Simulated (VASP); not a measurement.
Band structure of ZnCdSe2 (space group P-4m2). These are PBEsol GGA with spin-orbit coupling, VASP's PBE PAW potentials (set 64) (plane waves; VASP) values and carry that method's errors.

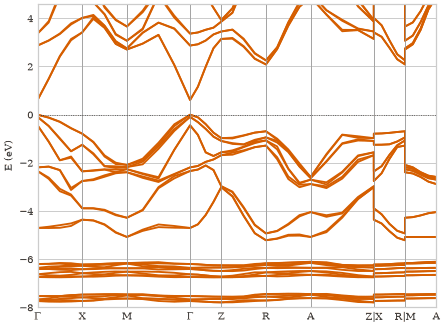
*Bands along high-symmetry lines, zero at the valence-band maximum or, without a gap, the Fermi level*

**Question.** Read the plot: is there a gap, and where are the band edges?

**Answer.** The gap is direct, 0.61 eV, from the valence maximum at Γ to the conduction minimum at Γ.

The structure comes from a computed database's ZnCdSe2 entry (P-4m2); how it stands against other phases isn't given here. It was relaxed first.
